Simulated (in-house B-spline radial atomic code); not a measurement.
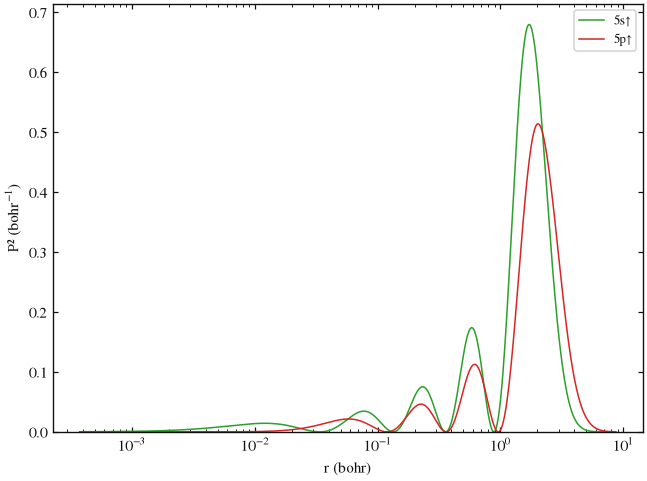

A free I atom; electrons: [Kr] 4d10 5s2 5p5 (high spin). The calculation used an in-house B-spline radial code at this level: scalar-relativistic (spin-free one-electron X2C) TPSS, spin-polarised, spherical fractional occupations, Fermi nucleus, basis-set limit. Radial functions and radii carry no picture-change correction.

The plot shows the radial probability densities P² of 5p up and 5s up.

> Read the plot.

5s up: outer maximum at 1.71 bohr, ⟨r⟩ = 1.98 bohr, 4 nodes, eigenvalue −17.9 eV; 5p up: outer maximum at 2.02 bohr, ⟨r⟩ = 2.46 bohr, 3 nodes, eigenvalue −7.48 eV.
